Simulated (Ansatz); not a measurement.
# CH3Si+: an energy map over bond length Si2–H4 and bond length Si2–H5

How does the energy of CH₃Si, SMILES [CH+]=[SiH2], charge +1 change over two coordinates at once? A grid of runs gives the map.

Method: RKS r2SCAN-D4/def2-TZVP; program: Ansatz 0.2.0.

### 1 The system as given

5 atoms, charge 1, spin multiplicity 1.

Atoms are counted from 1 here; the program's logs count them from 0.

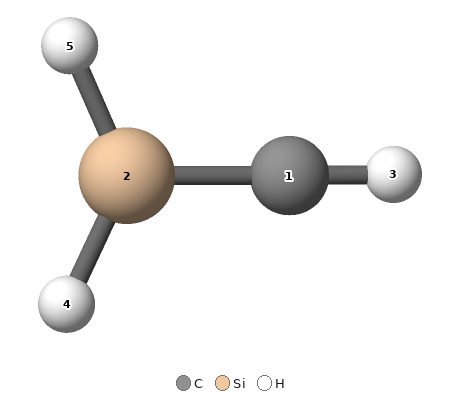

Start geometry, drawn with carbon grey, silicon light orange, hydrogen white; atoms are numbered from 1 in the order of the file.

As a file:

```xyz
5
CH3Si
C     0.4513   -0.7758    0.5670
Si   -0.2874    0.4773   -0.3555
H     0.9462   -1.5809    1.1377
H    -1.5985    0.1219   -0.9817
H     0.4884    1.7575   -0.3675
```

This geometry comes from a loose relaxation at PBE in a small basis, which is not shown.

### 2 Relaxing the molecule

input.yaml

```yaml
crystal:
  periodic: [false, false, false]
  atoms:
    - { symbol: C, position_ang: [0.451327, -0.775802, 0.567032] }
    - { symbol: Si, position_ang: [-0.287357, 0.47727, -0.355505] }
    - { symbol: H, position_ang: [0.946173, -1.580871, 1.137674] }
    - { symbol: H, position_ang: [-1.598529, 0.121947, -0.981677] }
    - { symbol: H, position_ang: [0.488395, 1.757455, -0.367524] }
total_charge: 1
basis:
  gaussian: { orbitals: def2-TZVP }
hamiltonian:
  xc: r2scan
  dispersion: d4
output:
  forces: true
relax:
  f_tol: 0.003
  max_steps: 120
```

On the command line:

```sh
> ansatz run input.yaml --threads 1 --pin off --max-ram 2560MiB --backend cpu --events-out ev --progress --plain --runs-dir out
```

Log (excerpt; [...] marks lines left out):

```text
Warning: RAYON_NUM_THREADS=1 ignored (pool sized by the plan → 1); use --threads N
[...]
Functional definition: r2SCAN
[...]
564 factors; their error is unknown
[...]
mean field -8949.51839582 eV, -328.8887348448 hartree, gradient 1.8e-5 eV, S^2 0.000000; 0 other end points of the search recorded, 0 dependent functions left out
[...]
reference -8949.51840643 eV, -328.8887352348 hartree; 11, 11 occupied and 75, 75 virtual orbitals, 564 factors
relax step   1: F+E_penalty+E_count = -8949.52863582 eV  Δ(F+E_penalty+E_count) = +0.000e0 eV  max|allowed force component| = 5.055e-1 eV/Å  Δτ_max = 0.0000 Å  (29 SCF iters, accepted)
[...]
relax step   5: F+E_penalty+E_count = -8949.54783046 eV  Δ(F+E_penalty+E_count) = -7.986e-5 eV  max|allowed force component| = 2.141e-2 eV/Å  Δτ_max = 0.0053 Å  (31 SCF iters, accepted)
[...]
relax step   6: F+E_penalty+E_count = -8949.54788121 eV  Δ(F+E_penalty+E_count) = -5.075e-5 eV  max|allowed force component| = 7.646e-4 eV/Å  Δτ_max = 0.0054 Å  (29 SCF iters, accepted)
564 factors; their error is unknown
[...]
mean field -8949.53763238 eV, -328.8894417754 hartree, gradient 2.3e-5 eV, S^2 0.000000; 1 other end points of the search recorded, 0 dependent functions left out
[...]
reference -8949.53764296 eV, -328.8894421643 hartree; 11, 11 occupied and 75, 75 virtual orbitals, 564 factors
Total energy: -8949.54789179 eV, -328.8898188019 hartree
Atom 0 at     0.453984    -0.771669     0.554681 Å, force    -0.000385    -0.000281    -0.000761 eV/Å
Atom 1 at    -0.282586     0.479617    -0.345008 Å, force     0.000336     0.000765     0.000258 eV/Å
Atom 2 at     0.921767    -1.565160     1.124376 Å, force     0.000042    -0.000090     0.000432 eV/Å
Atom 3 at    -1.570719     0.113546    -0.963785 Å, force     0.000154    -0.000376     0.000190 eV/Å
Atom 4 at     0.477563     1.743666    -0.370264 Å, force    -0.000146    -0.000019    -0.000119 eV/Å
Dipole moment:     0.013526    -0.022998     0.016157 e Å
```

It took 26 s on 1 thread of Arm Neoverse N1, shared host; peak memory 0.13 GiB.

The steps of the relaxation:

| step | energy from step 1 (eV) | largest force component (eV/Å) |
| --- | --- | --- |
| 1 | 0.0000 | 0.5055 |
| 2 | -0.0175 | 0.1330 |
| 3 | -0.0191 | 0.0207 |
| 4 | -0.0191 | 0.0095 |
| 5 | -0.0192 | 0.0214 |
| 6 | -0.0192 | 0.0008 |

Close pairs (by a distance rule), those that changed most:

| bond | before (Å) | after (Å) | change (Å) |
| --- | --- | --- | --- |
| Si2–H5 | 1.497 | 1.475 | -0.022 |
| C1–H3 | 1.104 | 1.083 | -0.021 |
| Si2–H4 | 1.496 | 1.475 | -0.021 |
| C1–Si2 | 1.722 | 1.708 | -0.014 |

### 3 The grid

First coordinate, bond length Si2–H4: 15 values from 1.239 to 1.918 Å. Second coordinate, bond length Si2–H5: 15 values from 1.298 to 1.844 Å.

Nothing else is relaxed (all other coordinates rigid). Energies count from the relaxed molecule at the same level. Points are written as (first, second).

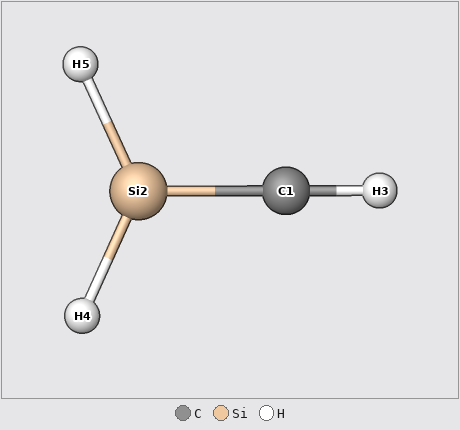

The geometry at (1.578 Å, 1.610 Å).

Of the runs on the grid, 3 are shown in the steps below; the others differ only in the two coordinates.

### 4 Grid point (1.578 Å, 1.610 Å)

input.yaml

```yaml
crystal:
  periodic: [false, false, false]
  atoms:
    - { symbol: C, position_ang: [0.453984, -0.771669, 0.554681] }
    - { symbol: Si, position_ang: [-0.282586, 0.479617, -0.345008] }
    - { symbol: H, position_ang: [0.921767, -1.56516, 1.124376] }
    - { symbol: H, position_ang: [-1.660494, 0.088033, -1.00691] }
    - { symbol: H, position_ang: [0.54701, 1.85915, -0.372571] }
total_charge: 1
basis:
  gaussian: { orbitals: def2-TZVP }
hamiltonian:
  xc: r2scan
  dispersion: d4
output:
  forces: true
```

On the command line:

```sh
> ansatz run input.yaml --threads 1 --pin off --max-ram 2560MiB --backend cpu --events-out ev --progress --plain --runs-dir out
```

Log (excerpt; [...] marks lines left out):

```text
Warning: RAYON_NUM_THREADS=1 ignored (pool sized by the plan → 1); use --threads N
[...]
[... 1 set-up line as earlier in the session ...]
[...]
564 factors; their error is unknown
[...]
mean field -8949.31588000 eV, -328.8812925259 hartree, gradient 7.6e-6 eV, S^2 0.000000; 0 other end points of the search recorded, 0 dependent functions left out
[...]
reference -8949.31589063 eV, -328.8812929166 hartree; 11, 11 occupied and 75, 75 virtual orbitals, 564 factors
Total energy: -8949.32615957 eV, -328.8816702930 hartree
Atom 0 at     0.453984    -0.771669     0.554681 Å, force    -0.067258     0.114405    -0.082714 eV/Å
Atom 1 at    -0.282586     0.479617    -0.345008 Å, force    -0.302915     1.088073    -0.582631 eV/Å
Atom 2 at     0.921767    -1.565160     1.124376 Å, force     0.003405     0.003433     0.001043 eV/Å
Atom 3 at    -1.660494     0.088033    -1.006910 Å, force     1.318047     0.380173     0.631093 eV/Å
Atom 4 at     0.547010     1.859150    -0.372571 Å, force    -0.951280    -1.586084     0.033209 eV/Å
Dipole moment:     0.003745     0.002849     0.000796 e Å
```

Run time: 4.1 s. Hardware: 1 thread of Arm Neoverse N1, shared host; peak memory 0.12 GiB.

That is 0.22 eV from the zero.

### 5 The run at (1.482 Å, 1.493 Å)

Edit input.yaml of step 4 so:

```diff
@@ -6,4 +6,4 @@
     - { symbol: H, position_ang: [0.921767, -1.56516, 1.124376] }
-    - { symbol: H, position_ang: [-1.660494, 0.088033, -1.00691] }
-    - { symbol: H, position_ang: [0.54701, 1.85915, -0.372571] }
+    - { symbol: H, position_ang: [-1.576667, 0.111855, -0.966643] }
+    - { symbol: H, position_ang: [0.486723, 1.758898, -0.370568] }
 total_charge: 1
```

On the command line:

```sh
> ansatz run input.yaml --threads 1 --pin off --max-ram 2560MiB --backend cpu --events-out ev --progress --plain --runs-dir out
```

Log (excerpt; [...] marks lines left out):

```text
Warning: RAYON_NUM_THREADS=1 ignored (pool sized by the plan → 1); use --threads N
[...]
[... 1 set-up line as earlier in the session ...]
[...]
564 factors; their error is unknown
[...]
mean field -8949.53436118 eV, -328.8893215612 hartree, gradient 4.8e-5 eV, S^2 0.000000; 0 other end points of the search recorded, 0 dependent functions left out
[...]
reference -8949.53437177 eV, -328.8893219504 hartree; 11, 11 occupied and 75, 75 virtual orbitals, 564 factors
Total energy: -8949.54461998 eV, -328.8896985649 hartree
Atom 0 at     0.453984    -0.771669     0.554681 Å, force    -0.007109     0.012010    -0.009285 eV/Å
Atom 1 at    -0.282586     0.479617    -0.345008 Å, force     0.059724     0.225884    -0.048796 eV/Å
Atom 2 at     0.921767    -1.565160     1.124376 Å, force     0.001118     0.000907     0.000687 eV/Å
Atom 3 at    -1.576667     0.111855    -0.966643 Å, force     0.108256     0.032305     0.051396 eV/Å
Atom 4 at     0.486723     1.758898    -0.370568 Å, force    -0.161988    -0.271106     0.005998 eV/Å
Dipole moment:     0.013260    -0.020006     0.014887 e Å
```

It took 3.8 s on 1 thread of Arm Neoverse N1, shared host; peak memory 0.12 GiB.

On the map this point reads 0.0033 eV.

### 6 Point (1.918 Å, 1.805 Å)

Edit input.yaml of step 5 so:

```diff
@@ -6,4 +6,4 @@
     - { symbol: H, position_ang: [0.921767, -1.56516, 1.124376] }
-    - { symbol: H, position_ang: [-1.576667, 0.111855, -0.966643] }
-    - { symbol: H, position_ang: [0.486723, 1.758898, -0.370568] }
+    - { symbol: H, position_ang: [-1.957381, 0.003661, -1.149526] }
+    - { symbol: H, position_ang: [0.647489, 2.026236, -0.375909] }
 total_charge: 1
```

On the command line:

```sh
> ansatz run input.yaml --threads 1 --pin off --max-ram 2560MiB --backend cpu --events-out ev --progress --plain --runs-dir out
```

Log (excerpt; [...] marks lines left out):

```text
Warning: RAYON_NUM_THREADS=1 ignored (pool sized by the plan → 1); use --threads N
[...]
[... 1 set-up line as earlier in the session ...]
[...]
564 factors; their error is unknown
[...]
mean field -8947.92073472 eV, -328.8300218824 hartree, gradient 2.3e-5 eV, S^2 0.000000; 0 other end points of the search recorded, 0 dependent functions left out
[...]
reference -8947.92074543 eV, -328.8300222761 hartree; 11, 11 occupied and 75, 75 virtual orbitals, 564 factors
Total energy: -8947.93309555 eV, -328.8304761345 hartree
Atom 0 at     0.453984    -0.771669     0.554681 Å, force    -0.194214     0.344651    -0.242905 eV/Å
Atom 1 at    -0.282586     0.479617    -0.345008 Å, force    -1.060415     1.433043    -1.155388 eV/Å
Atom 2 at     0.921767    -1.565160     1.124376 Å, force    -0.016571    -0.012161    -0.004974 eV/Å
Atom 3 at    -1.957381     0.003661    -1.149526 Å, force     2.808128     0.780775     1.355544 eV/Å
Atom 4 at     0.647489     2.026236    -0.375909 Å, force    -1.536927    -2.546308     0.047723 eV/Å
Dipole moment:    -0.057737     0.049799    -0.052739 e Å
```

Run time: 3.9 s. Hardware: 1 thread of Arm Neoverse N1, shared host; peak memory 0.12 GiB.

Energy on the map's scale: 1.61 eV.

### 7 All points together

225 points were computed. Energies in eV, from the relaxed molecule at the same level:

| bond length Si2–H5 (Å) ↓, bond length Si2–H4 (Å) → | 1.239 | 1.288 | 1.336 | 1.385 | 1.433 | 1.482 | 1.530 | 1.578 | 1.627 | 1.675 | 1.724 | 1.772 | 1.821 | 1.869 | 1.918 |
| --- | --- | --- | --- | --- | --- | --- | --- | --- | --- | --- | --- | --- | --- | --- | --- |
| 1.844 | 1.51 | 1.19 | 0.98 | 0.84 | 0.77 | 0.76 | 0.78 | 0.84 | 0.92 | 1.03 | 1.15 | 1.28 | 1.43 | 1.58 | 1.73 |
| 1.805 | 1.39 | 1.07 | 0.86 | 0.72 | 0.65 | 0.64 | 0.66 | 0.72 | 0.80 | 0.91 | 1.03 | 1.17 | 1.31 | 1.46 | 1.61 |
| 1.766 | 1.27 | 0.95 | 0.74 | 0.61 | 0.54 | 0.52 | 0.54 | 0.60 | 0.69 | 0.79 | 0.92 | 1.05 | 1.20 | 1.35 | 1.50 |
| 1.727 | 1.16 | 0.85 | 0.63 | 0.50 | 0.43 | 0.41 | 0.44 | 0.49 | 0.58 | 0.68 | 0.81 | 0.94 | 1.09 | 1.24 | 1.39 |
| 1.688 | 1.06 | 0.74 | 0.53 | 0.40 | 0.33 | 0.31 | 0.33 | 0.39 | 0.48 | 0.58 | 0.71 | 0.84 | 0.99 | 1.14 | 1.29 |
| 1.649 | 0.97 | 0.65 | 0.44 | 0.30 | 0.24 | 0.22 | 0.24 | 0.30 | 0.39 | 0.49 | 0.62 | 0.75 | 0.90 | 1.05 | 1.20 |
| 1.610 | 0.89 | 0.57 | 0.36 | 0.22 | 0.16 | 0.14 | 0.16 | 0.22 | 0.31 | 0.41 | 0.54 | 0.67 | 0.82 | 0.97 | 1.13 |
| 1.571 | 0.82 | 0.51 | 0.30 | 0.16 | 0.09 | 0.07 | 0.10 | 0.16 | 0.24 | 0.35 | 0.48 | 0.61 | 0.76 | 0.91 | 1.06 |
| 1.532 | 0.78 | 0.46 | 0.25 | 0.11 | 0.04 | 0.03 | 0.05 | 0.11 | 0.20 | 0.30 | 0.43 | 0.56 | 0.71 | 0.86 | 1.02 |
| 1.493 | 0.75 | 0.44 | 0.22 | 0.09 | 0.02 | 0.00 | 0.03 | 0.09 | 0.17 | 0.28 | 0.41 | 0.54 | 0.69 | 0.84 | 0.99 |
| 1.454 | 0.75 | 0.44 | 0.23 | 0.09 | 0.02 | 0.00 | 0.03 | 0.09 | 0.18 | 0.28 | 0.41 | 0.54 | 0.69 | 0.84 | 1.00 |
| 1.415 | 0.79 | 0.47 | 0.26 | 0.12 | 0.05 | 0.04 | 0.06 | 0.12 | 0.21 | 0.31 | 0.44 | 0.57 | 0.72 | 0.87 | 1.03 |
| 1.376 | 0.86 | 0.54 | 0.33 | 0.19 | 0.12 | 0.11 | 0.13 | 0.19 | 0.28 | 0.38 | 0.51 | 0.64 | 0.79 | 0.94 | 1.10 |
| 1.337 | 0.97 | 0.65 | 0.44 | 0.31 | 0.24 | 0.22 | 0.24 | 0.30 | 0.39 | 0.50 | 0.62 | 0.76 | 0.90 | 1.05 | 1.21 |
| 1.298 | 1.14 | 0.82 | 0.61 | 0.47 | 0.40 | 0.38 | 0.41 | 0.47 | 0.55 | 0.66 | 0.79 | 0.92 | 1.07 | 1.22 | 1.38 |

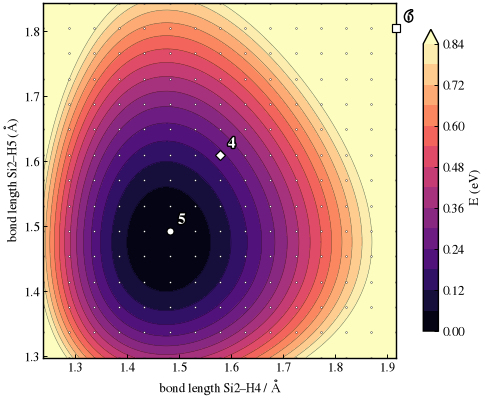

The map; numbers mark the steps of this session that print a point's run. The picture shows filled contours, dots at the grid points, one colour for all values above the top of the scale. Between grid points the surface is interpolated.

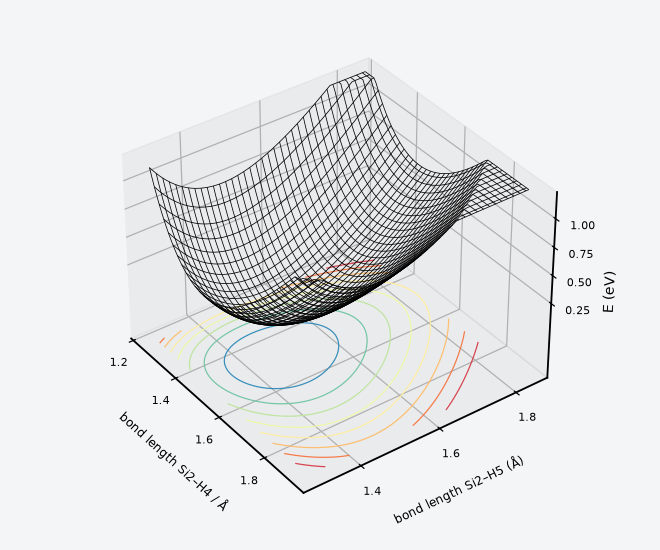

The same map in relief. Drawn: a relief with its contours projected below, any walls above the top of the colour scale cut off. Between grid points the surface is interpolated.

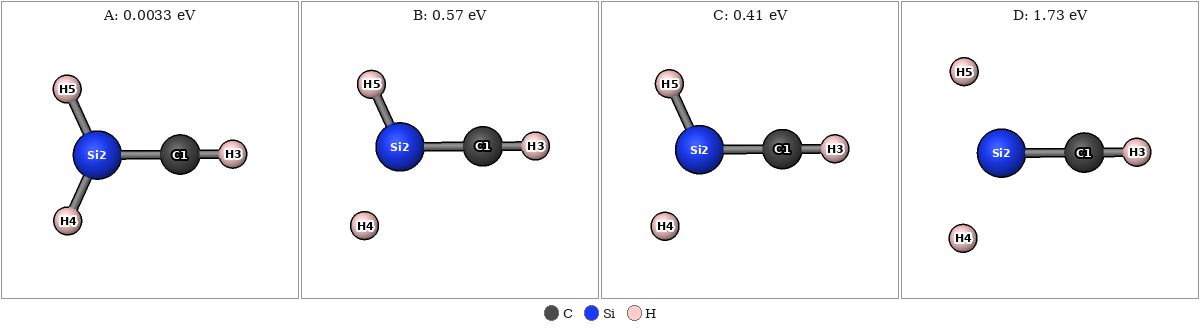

Structures on the grid, at one scale: A at (1.482 Å, 1.493 Å); B at (1.772 Å, 1.415 Å); C at (1.724 Å, 1.493 Å); D at (1.918 Å, 1.844 Å).

The largest force on an atom (eV/Å) at each point:

```tsv
bond length Si2–H5 (Å) ↓, bond length Si2–H4 (Å) →	1.239	1.288	1.336	1.385	1.433	1.482	1.530	1.578	1.627	1.675	1.724	1.772	1.821	1.869	1.918
1.844	9.8	7.7	6.0	4.6	3.6	3.1	3.1	3.1	3.1	3.1	3.1	3.1	3.1	3.1	3.2
1.805	9.7	7.6	5.9	4.5	3.5	3.0	3.0	3.0	3.0	3.0	3.0	3.0	3.0	3.1	3.2
1.766	9.6	7.5	5.8	4.4	3.4	2.9	2.9	2.9	2.9	2.9	2.9	2.9	3.0	3.2	3.2
1.727	9.5	7.3	5.6	4.2	3.2	2.7	2.7	2.7	2.7	2.7	2.7	2.9	3.0	3.2	3.2
1.688	9.3	7.1	5.4	4.0	3.0	2.5	2.5	2.5	2.5	2.5	2.7	2.9	3.0	3.2	3.2
1.649	9.1	6.9	5.2	3.8	2.8	2.2	2.2	2.2	2.2	2.4	2.7	2.9	3.1	3.2	3.2
1.610	8.8	6.6	4.9	3.5	2.4	1.9	1.9	1.8	2.0	2.4	2.7	2.9	3.1	3.2	3.2
1.571	8.5	6.3	4.5	3.1	2.1	1.4	1.4	1.5	2.0	2.4	2.7	2.9	3.1	3.2	3.2
1.532	8.1	5.9	4.1	2.7	1.6	0.9	0.9	1.5	2.0	2.4	2.7	2.9	3.1	3.2	3.2
1.493	7.7	5.5	3.7	2.2	1.1	0.3	0.9	1.5	2.0	2.4	2.7	2.9	3.1	3.2	3.2
1.454	7.6	5.4	3.5	2.0	0.9	0.5	1.2	1.8	2.2	2.6	2.9	3.0	3.2	3.3	3.3
1.415	7.6	5.4	3.6	2.1	1.3	1.3	1.9	2.5	2.9	3.3	3.6	3.7	3.9	4.0	4.0
1.376	7.6	5.4	3.6	2.3	2.3	2.3	2.9	3.4	3.9	4.2	4.4	4.6	4.8	4.9	4.9
1.337	7.6	5.4	3.6	3.5	3.5	3.5	4.1	4.6	5.0	5.3	5.6	5.7	5.9	6.0	6.0
1.298	7.6	5.4	5.0	5.0	5.0	4.9	5.5	6.0	6.4	6.7	6.9	7.1	7.2	7.3	7.4
```

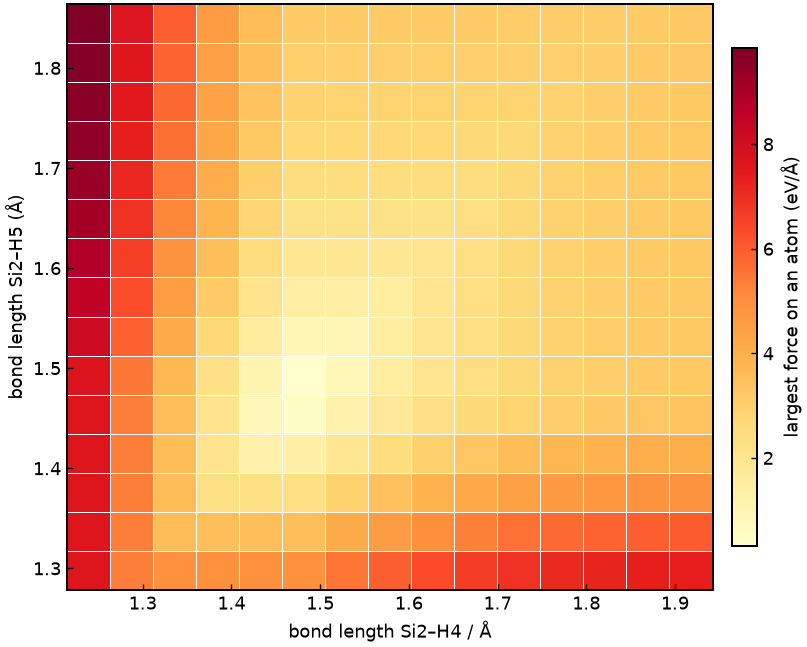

The largest force on an atom over the grid. The picture shows one coloured cell a grid point.

### 8 Summary of results

```
                       quantity                                                                            value
                   lowest point                                                    (1.482 Å, 1.493 Å), 0.0033 eV
         highest computed point                                     (1.918 Å, 1.844 Å), 1.73 eV above the lowest
largest force on an atom (eV/Å)  0.3 at (1.482 Å, 1.493 Å) to 9.8 at (1.239 Å, 1.844 Å); 0.3 at the lowest point
        time for the whole task                                                  15 min on 1 thread, shared host
```

In words: The lowest computed point is at (1.482 Å, 1.493 Å), 0.0033 eV from the relaxed molecule at the same level. No other kind of well shows on this grid. The highest computed point, (1.918 Å, 1.844 Å), lies 1.73 eV above the lowest. Round the minimum the two coordinates are nearly uncoupled.
